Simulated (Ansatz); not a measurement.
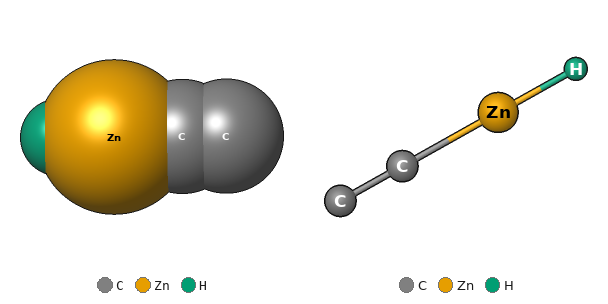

Both panels show the same species.

The species is neutral and a spin doublet. The geometry was computed by an optimisation with PBE0-D4/def2-TZVP. No frequency run is at hand to confirm it as a minimum.

**Count the atoms of each element.**

C₂HZn, 4 atoms: 2 carbon, 1 hydrogen and 1 zinc.

**How many sets of symmetry-equivalent atoms are there?**

4: 1 C, 1 C, 1 Zn, 1 H.

**How many bonds of each kind are drawn?**

1 C–C, 1 C–Zn, 1 Zn–H. Sticks follow a distance rule.

**What is the point group of this geometry?**

C∞v.

More results for the same structure follow; atom numbers are the same in all pictures, views and colours differ.

**Geometry**

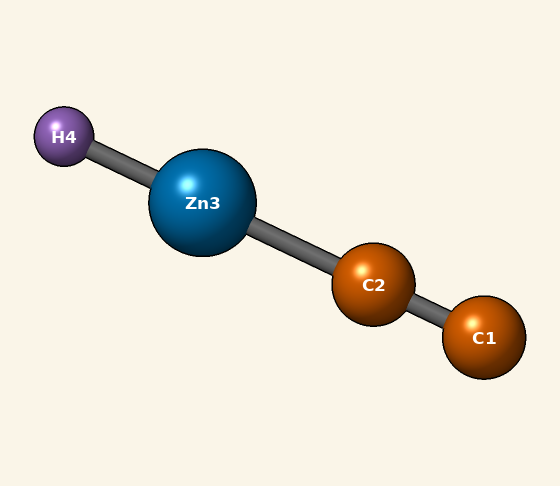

The atoms are numbered. No frequency run is at hand to confirm it as a minimum.

List the bonds and their lengths.

```tsv
bond	length (Å)
C1–C2	1.219
C2–Zn3	1.884
Zn3–H4	1.527
```

**Charges**

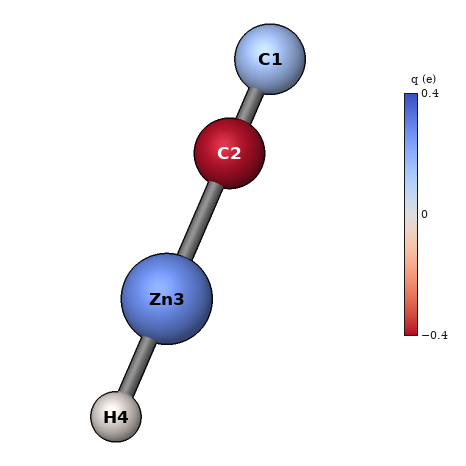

Atoms are coloured by their Mulliken charges. No frequency run is at hand to confirm it as a minimum. Properties computed with UKS PBE0-D4/def2-TZVP (Ansatz 0.2.0).

List the Mulliken charges.

```json
{"atom": "C1", "value (e)": "0.14"}
{"atom": "C2", "value (e)": "−0.39"}
{"atom": "Zn3", "value (e)": "0.27"}
{"atom": "H4", "value (e)": "−0.02"}
```

**Dipole moment**

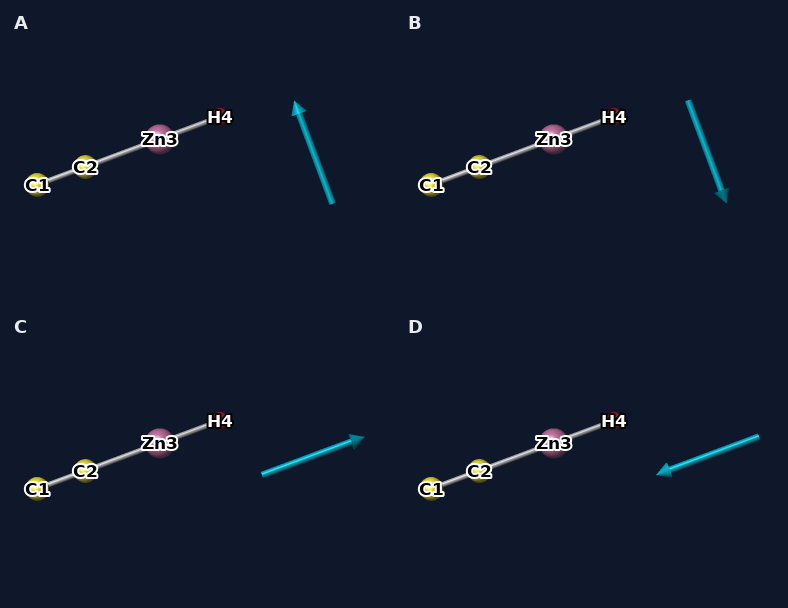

The same molecule four times, each with an arrow. No frequency run is at hand to confirm it as a minimum. Method: UKS PBE0-D4/def2-TZVP (Ansatz 0.2.0).

**Which arrow points along the dipole moment, from the negative to the positive end?**

C. The dipole moment is 1.10 D; it points from the side of C1 to the side of H4 (the outermost atoms at the two ends).

**Electronic properties**

No frequency run is at hand to confirm it as a minimum. Level of theory: UKS PBE0-D4/def2-TZVPP (Ansatz 0.2.0).

Computed properties:

- HOMO energy (Kohn–Sham orbital): −8.11 eV
- ⟨S²⟩ of the determinant: 0.783

Mulliken values depend strongly on the basis set and can even reverse the polarity of a bond.
